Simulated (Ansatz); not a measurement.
The starting structures come from a database of crystals and need not be the phases stable at ambient conditions.

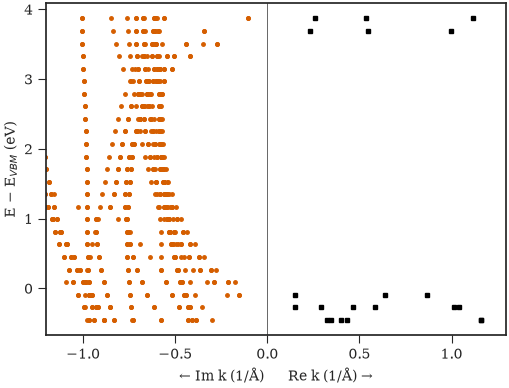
Figure. Complex bands at the centre of the two-dimensional zone; r2SCAN (Ansatz, a quantum-chemistry and plane-wave program)

No gap correction and no spin-orbit coupling; mid-gap values are interpolated between computed energies.

Problem. This is LiNO₃ (R-3c, not sure to be the ambient phase, 10 atoms a cell, 9.3 Å³ an atom) along the normal of (100). Read off the slowest decay at the centre of the two-dimensional zone at 1.89 eV, the computed energy nearest the middle of the gap.

Solution. κ ≈ 0.56 1/Å, a decay length 1/(2κ) of the density of 0.89 Å.
